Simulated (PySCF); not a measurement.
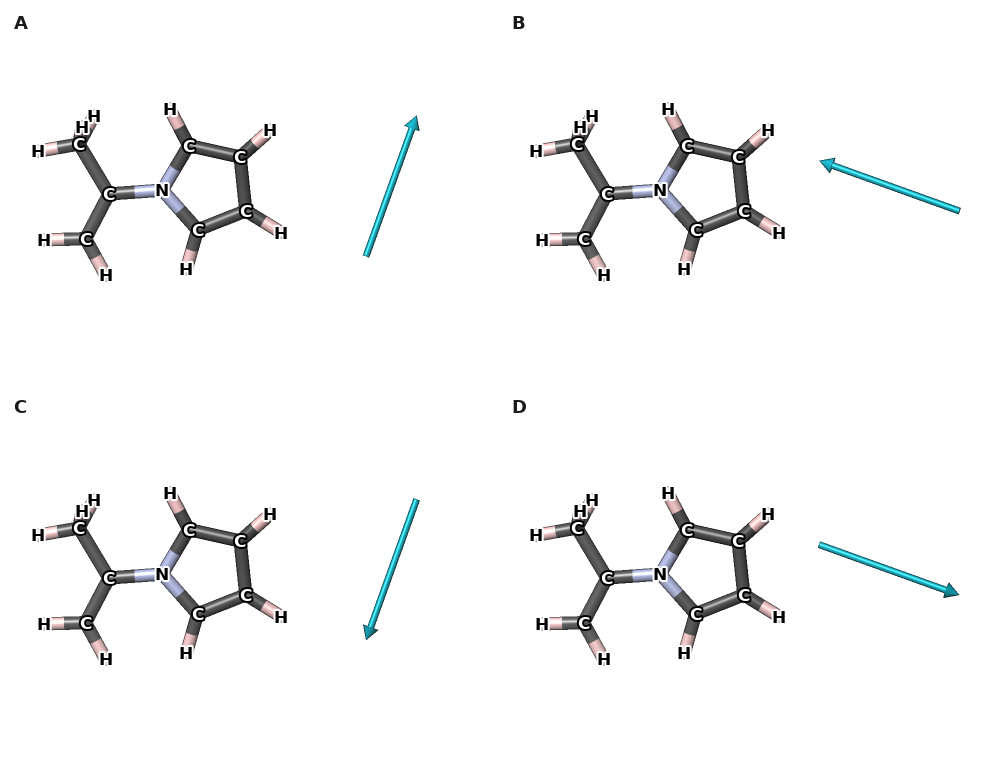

The same molecule four times, each with an arrow. The computed structure is the end point of a GFN2-xTB optimisation. No frequency run is at hand to confirm it as a minimum. Level of theory: CAM-B3LYP/def2-SVPD, gas phase (PySCF 2.14.0).

> Which arrow points along the dipole moment, from the negative to the positive end?

B. The dipole moment is 1.33 D.
